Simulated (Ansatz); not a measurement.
```xyz
7

B     0.7027   -0.3233   -0.3126
C    -0.6921    0.1850   -0.6014
O     0.5817    0.9701   -0.5972
Zn    0.4024   -0.4254    2.9654
H     1.5811   -1.0859   -0.0952
H    -1.1387    0.1200   -1.5897
H    -1.3758    0.4917    0.1849
```

Geometry: PBE0-D4/def2-TZVP; at this geometry the atoms fall into two loosely joined parts.

All numbers below come from RKS PBE0-D4/def2-TZVPP (Ansatz 0.2.0).

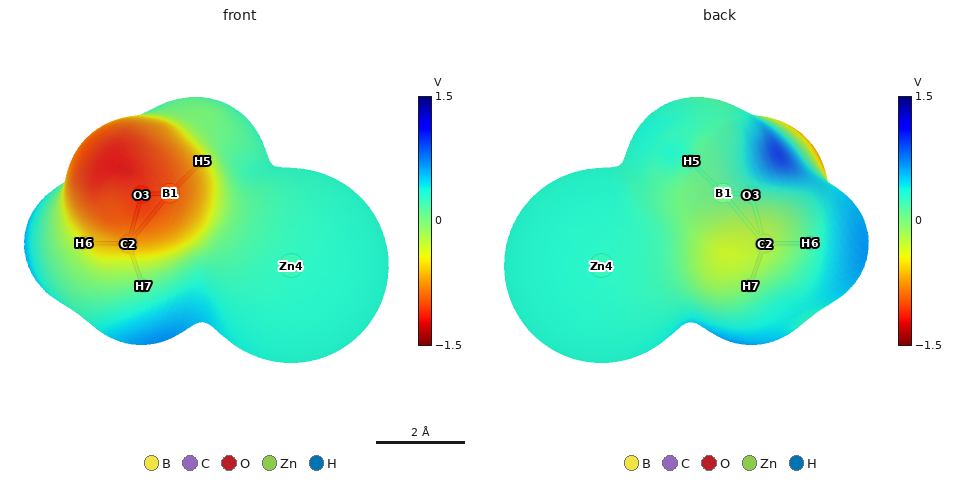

CH3BOZn. The molecular electrostatic potential painted on the density surface at 0.001 e/bohr³, seen from the front and from behind; red is negative and blue positive.

Describe the electrostatic potential map.

Answer. The most negative region (about −1.2 V, or −28 kcal/mol for a unit charge) lies over O3, the most positive (about +0.8 V, or +18 kcal/mol for a unit charge) over B1. O3 is the likeliest acceptor of a hydrogen bond.
